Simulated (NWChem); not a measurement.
**One shape, several levels: C2H3FNSi− (SMILES C#C[Si-](N)F)**

Wanted: a comparison of 4 runs (HF/STO-3G, HF/3-21G, B3LYP/6-31G*) of C2H3FNSi−. 

Program for the calculation: NWChem 7.3.0.

### 1 The structure to begin with

C2H3FNSi− has 8 atoms, charge -1, and is taken as a singlet. As SMILES, `C#C[Si-](N)F`. The shape is that of a GFN2-xTB optimisation. This is one conformer, not always the lowest.

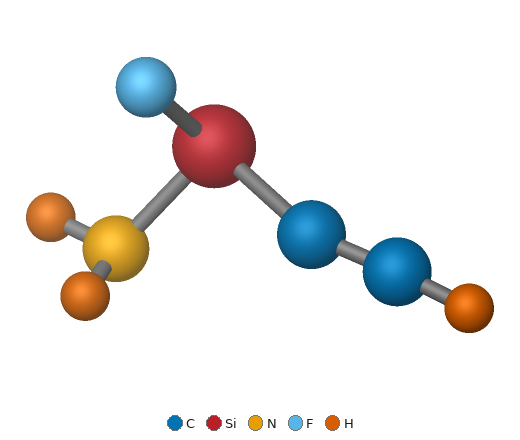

Viewed from a chosen angle; carbon blue, silicon red, nitrogen amber, fluorine blue, hydrogen orange.

### 2 Energy and gradient at HF/STO-3G (run 1)

Contents of c2h3fnsi.xyz:

```xyz
8
C2H3FNSi gradient
C      0.021430     1.829390     1.459080
C      0.179790     0.917910     0.681880
Si     0.937090    -0.615300    -0.110320
N     -0.555550    -1.519090    -0.481310
F      1.254150     0.121350    -1.676820
H     -0.177160     2.648170     2.104380
H     -0.382730    -2.376070    -0.992260
H     -1.277010    -1.006350    -0.984630
```

Contents of run.py:

```python
from ase.io import read
from ase.calculators.nwchem import NWChem

atoms = read('c2h3fnsi.xyz')

calc = NWChem(
    label='c2h3fnsi',
    theory='scf',
    memory='2200 mb',
    basis='STO-3G',
    basispar='spherical bse',
    charge=-1,
    scf={'nopen': '0', 'rhf': None, 'thresh': '1e-08', 'maxiter': '80'},
)
atoms.calc = calc

forces = atoms.get_forces()
print(f"energy = {atoms.get_potential_energy():.6f} eV")
print("forces (eV/A):")
for s, f in zip(atoms.symbols, forces):
    print(f"{s:2s} {f[0]:10.5f} {f[1]:10.5f} {f[2]:10.5f}")
print("dipole (e A):", atoms.get_dipole_moment().round(4))
```

Run with:

```bash
$ export ASE_NWCHEM_COMMAND="nwchem PREFIX.nwi > PREFIX.nwo"
$ python run.py
```

What it wrote:

```text
energy = -13979.080361 eV
forces (eV/A):
C     0.14321   -2.72264   -2.65189
C    -0.58369    3.26587    2.98443
Si    2.13412    0.39230   -1.94792
N    -0.34710    0.76547    0.87587
F    -0.92740   -1.04932    2.06053
H     0.04026   -0.04458   -0.02808
H    -0.04371   -0.53849   -0.64056
H    -0.41580   -0.06860   -0.65234
dipole (e A): [-0.5164  0.0446 -0.0064]
```

The calculator wrote c2h3fnsi.nwi:

```
title "c2h3fnsi"

permanent_dir c2h3fnsi

scratch_dir c2h3fnsi

start c2h3fnsi

geometry units angstrom nocenter noautosym noautoz
  C  2.1430000000000001e-02 1.8293900000000001e+00 1.4590799999999999e+00
  C  1.7979000000000001e-01 9.1791000000000000e-01 6.8188000000000004e-01
  Si 9.3708999999999998e-01 -6.1529999999999996e-01 -1.1032000000000000e-01
  N  -5.5554999999999999e-01 -1.5190900000000001e+00 -4.8131000000000002e-01
  F  1.2541500000000001e+00 1.2135000000000000e-01 -1.6768200000000000e+00
  H  -1.7716000000000001e-01 2.6481699999999999e+00 2.1043799999999999e+00
  H  -3.8273000000000001e-01 -2.3760699999999999e+00 -9.9226000000000003e-01
  H  -1.2770100000000000e+00 -1.0063500000000001e+00 -9.8463000000000001e-01
end

charge -1

memory 2200 mb

basis spherical bse noprint
   * library STO-3G
end

scf
  nopen 0
  rhf
  thresh 1e-08
  maxiter 80
end

task scf gradient
```

c2h3fnsi.nwo:

```text
Northwest Computational Chemistry Package (NWChem) 7.3.0
             --------------------------------------------------------

           Job information
           ---------------

    nwchem branch   = 7.3.0
    use scalapack   = T
    input           = c2h3fnsi.nwi
    prefix          = c2h3fnsi.
    data base       = c2h3fnsi/c2h3fnsi.db
    status          = startup
    nproc           =        1

           Memory information
           ------------------

    heap     =     72089596 doubles =      550.0 Mbytes
    stack    =     72089601 doubles =      550.0 Mbytes
    global   =    144179200 doubles =     1100.0 Mbytes (distinct from heap & stack)
    total    =    288358397 doubles =     2200.0 Mbytes
    verify   = yes
    hardfail = no

           Directory information
           ---------------------

  0 permanent = c2h3fnsi
  0 scratch   = c2h3fnsi

                                NWChem Input Module
                                -------------------

                                     c2h3fnsi
                                     --------

[... 126 lines left out ...]
 Convergence threshold     :          1.000E-08
[... 13 lines left out ...]
       Final RHF  results
[... 3 lines left out ...]
      One-electron energy =  -1113.251072056259
[... 1 line left out ...]
 Nuclear repulsion energy =    193.457156762012
[... 40 lines left out ...]
                       ROHF Final Molecular Orbital Analysis
[... 206 lines left out ...]
     1   1 0 0     -0.975833      0.000000     37.583211
[... 8 lines of this table left out ...]
     2   0 0 2    -28.380560      0.000000    175.136671

                              NWChem Gradients Module
                              -----------------------

                                     c2h3fnsi

  wavefunction    =   RHF

                         RHF ENERGY GRADIENTS

    atom               coordinates                        gradient
                 x          y          z           x          y          z
   1 C       0.040497   3.457046   2.757261   -0.002785   0.052947   0.051571
   2 C       0.339754   1.734598   1.288566    0.011351  -0.063511  -0.058038
   3 Si      1.770843  -1.162748  -0.208475   -0.041502  -0.007629   0.037881
[... 4 lines of this table left out ...]
   8 H      -2.413199  -1.901726  -1.860681    0.008086   0.001334   0.012686

                 ----------------------------------------
                 |  Time  |  1-e(secs)   |  2-e(secs)   |
                 ----------------------------------------
                 |  CPU   |       0.00   |       0.57   |
                 ----------------------------------------
                 |  WALL  |       0.00   |       0.57   |
                 ----------------------------------------

 Task  times  cpu:        2.6s     wall:        2.6s
 Total times  cpu:        2.7s     wall:        2.7s
```

It took 3.9 s on 1 thread of Intel Xeon Platinum 8488C (Sapphire Rapids), shared host; peak memory 0.097 GiB.

### 3 Energy and forces at HF/3-21G (run 2)

Contents of run.nw:

```
echo
start run
title "C2H3FNSi hf"
memory total 2200 mb
charge -1

geometry units angstrom noautosym nocenter noautoz
   C      0.021430     1.829390     1.459080
   C      0.179790     0.917910     0.681880
   Si     0.937090    -0.615300    -0.110320
   N     -0.555550    -1.519090    -0.481310
   F      1.254150     0.121350    -1.676820
   H     -0.177160     2.648170     2.104380
   H     -0.382730    -2.376070    -0.992260
   H     -1.277010    -1.006350    -0.984630
end

basis spherical bse
   * library 3-21G
end

scf
   thresh 1e-08
   maxiter 80
   print low
end

task scf gradient
```

Run with:

```bash
$ nwchem run.nw > run.out
```

What it wrote:

```text
[...]
  functions       =    55
[...]
  wavefunction    = RHF
[...]
         Total SCF energy =   -517.522614174886
      One-electron energy =  -1110.792601279715
      Two-electron energy =    399.812830342816
 Nuclear repulsion energy =    193.457156762012
        Time for solution =      2.1s
[...]
                         RHF ENERGY GRADIENTS
    atom               coordinates                        gradient
                 x          y          z           x          y          z
   1 C       0.040497   3.457046   2.757261    0.012239  -0.003481   0.007011
   2 C       0.339754   1.734598   1.288566   -0.001022  -0.025015  -0.028865
   3 Si      1.770843  -1.162748  -0.208475   -0.028439   0.004146   0.033244
   4 N      -1.049837  -2.870664  -0.909544    0.012443   0.000418   0.020368
   5 F       2.370000   0.229318  -3.168730    0.006210   0.011678  -0.023126
   6 H      -0.334784   5.004316   3.976702   -0.003217   0.006820   0.004410
   7 H      -0.723255  -4.490121  -1.875100    0.002121   0.002239  -0.007062
   8 H      -2.413199  -1.901726  -1.860681   -0.000335   0.003195  -0.005980
 Task  times  cpu:        2.9s     wall:        2.9s
 Total times  cpu:        2.9s     wall:        2.9s
```

Wall time 3.6 s (1 thread of Intel Xeon Platinum 8488C (Sapphire Rapids), shared host); peak memory 0.099 GiB.

Run 3 isn't shown in full; the table further down has it.

### 4 Energy and forces at B3LYP/6-31G(d) (Cartesian functions) (run 4)

Contents of run.nw:

```
start run
title "C2H3FNSi"
memory total 2200 mb
charge -1

geometry noautosym nocenter noautoz
  C      0.021430     1.829390     1.459080
  C      0.179790     0.917910     0.681880
  Si     0.937090    -0.615300    -0.110320
  N     -0.555550    -1.519090    -0.481310
  F      1.254150     0.121350    -1.676820
  H     -0.177160     2.648170     2.104380
  H     -0.382730    -2.376070    -0.992260
  H     -1.277010    -1.006350    -0.984630
end

basis cartesian
  * library 6-31G*
end

dft
  xc b3lyp
  grid xfine
  convergence energy 1e-08
  maxiter 100
  mulliken
  print medium
end

task dft gradient
```

Run with:

```bash
$ nwchem run.nw > run.out
```

What it wrote:

```text
[...]
          Wavefunction type:  closed shell.
          No. of atoms     :     8
          No. of electrons :    46
[...]
          Charge           :    -1
          Spin multiplicity:     1
[...]
          AO basis - number of functions:    85
[...]
              XC Information
              --------------
                         B3LYP Method XC Potential
                     Hartree-Fock (Exact) Exchange  0.200
                        Slater Exchange Functional  0.800 local
                    Becke 1988 Exchange Functional  0.720 non-local
              Lee-Yang-Parr Correlation Functional  0.810
                  VWN I RPA Correlation Functional  0.190 local
[...]
 d= 0,ls=0.0,diis     1   -522.0219579504 -7.15D+02  1.97D-02  6.92D-01     3.4
[...]
 d= 0,ls=0.0,diis    10   -522.1125925854 -5.82D-09  9.45D-07  1.36D-08    28.4
         Total DFT energy =     -522.112592585407
      One electron energy =    -1114.574660374490
           Coulomb energy =      449.541198435079
    Exchange-Corr. energy =      -50.536287408008
 Nuclear repulsion energy =      193.457156762012
[...]
      Total Density - Mulliken Population Analysis
     ---------------------------------------------
    Atom       Charge   Shell Charges
 -----------   ------   -------------------------------------------------------
    1 C    6     6.29   1.99  0.70  2.02  0.57  1.02 -0.01
    2 C    6     6.17   1.99  0.73  1.93  0.78  0.75 -0.01
    3 Si  14    13.79   2.00  1.99  5.96  1.09  1.45  0.57  0.59  0.14
    4 N    7     7.87   1.99  0.78  2.49  0.87  1.71  0.02
    5 F    9     9.49   1.99  0.94  3.30  0.97  2.24  0.05
    6 H    1     0.91   0.52  0.38
    7 H    1     0.74   0.51  0.22
    8 H    1     0.74   0.51  0.23
[...]
  wavefunction    = closed shell
                         DFT ENERGY GRADIENTS
    atom               coordinates                        gradient
                 x          y          z           x          y          z
   1 C       0.040497   3.457046   2.757261    0.007702  -0.024137  -0.017551
   2 C       0.339754   1.734598   1.288566   -0.002987   0.019076   0.011910
   3 Si      1.770843  -1.162748  -0.208475   -0.018836  -0.001466   0.026795
   4 N      -1.049837  -2.870664  -0.909544    0.011999   0.000731  -0.004001
   5 F       2.370000   0.229318  -3.168730    0.001711   0.006757  -0.017524
   6 H      -0.334784   5.004316   3.976702    0.000785  -0.003679  -0.002457
   7 H      -0.723255  -4.490121  -1.875100   -0.001939   0.003626   0.000812
   8 H      -2.413199  -1.901726  -1.860681    0.001564  -0.000908   0.002016
[...]
```

Wall time 37 s (1 thread of Intel Xeon Platinum 8488C (Sapphire Rapids), shared host); peak memory 0.14 GiB.

### 5 Overview of the runs

```csv
run,level,iteration cap,module,energy (Eh),HOMO energy (eV),LUMO energy (eV),HOMO–LUMO gap (eV),wall time
1,HF/STO-3G,80,scf,-513.721732,1.81,16.46,14.65,3.9 s
2,HF/3-21G,80,scf,-517.522614,–,–,–,3.6 s
3,B3LYP/6-31G* (spherical functions),100,dft,-522.106799,0.50,5.54,5.04,36 s
4,B3LYP/6-31G* (Cartesian functions),100,dft,-522.112593,0.50,5.52,5.02,37 s
```

### 6 Summary of results

| quantity | value |
| --- | --- |
| run 4: total energy | -522.11259 Eh |
| run 4: HOMO energy | 0.50 eV |
| run 4: LUMO energy | 5.52 eV |
| run 4: HOMO–LUMO gap (to an unbound level, set by the basis) | 5.02 eV |
| run 4: largest force on an atom | 1.686 eV/Å |

What this shows: Over runs 1, 3, 4 the HOMO–LUMO gap runs from 5.02 eV (B3LYP/6-31G*) to 14.65 eV (HF/STO-3G). The two ends differ in method and basis. The empty levels of an anion lie above zero and hang on the basis. In runs 1, 3, 4 the HOMO lies above zero, so the outermost electron may be held by the basis alone. In run 1 the basis is minimal, so the values are rough. All runs together took 81 s, the longest 37 s.
